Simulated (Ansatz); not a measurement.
```
Li H
1.0
     2.80985    0.00000    0.00000
    -1.40493    2.43341    0.00000
     0.00000    0.00000   15.34135
Li H
6 3
Direct
  0.00000 0.00000 0.08153
  0.66667 0.33333 0.41486
  0.33333 0.66667 0.74820
  0.66667 0.33333 0.25182
  0.33333 0.66667 0.58515
  0.00000 0.00000 0.91849
  0.66667 0.33333 0.00029
  0.33333 0.66667 0.33362
  0.00000 0.00000 0.66695
```

Space group R3m; a structure generated by program, which may or may not match a known phase; computed without spin polarisation.

Theory: DFT PBE, scalar-relativistic, plane waves, PAW in Ansatz 0.2.0.

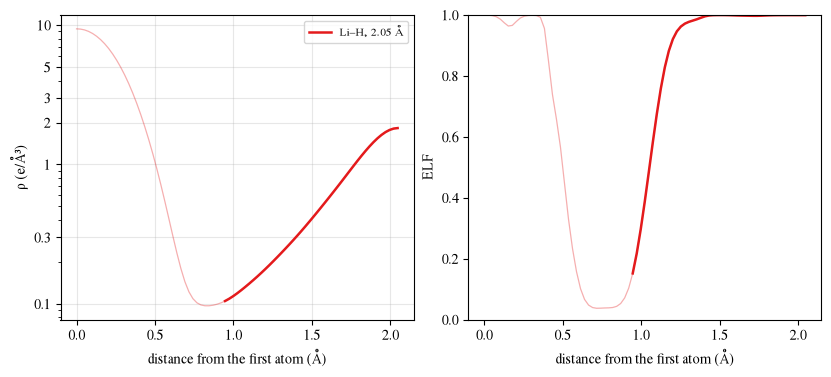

Li2H. Valence pseudo-density and electron localisation function along straight lines between neighbouring atoms. Thin, pale parts lie inside the atomic spheres.

Core electrons are frozen (PAW), and the valence fields are smoothed inside the atomic spheres.

> What can be read from the curves?

Li–H (2.05 Å): ρ at the midpoint is about 0.12 e/Å³; the ELF climbs to about 1 towards the hydrogen.
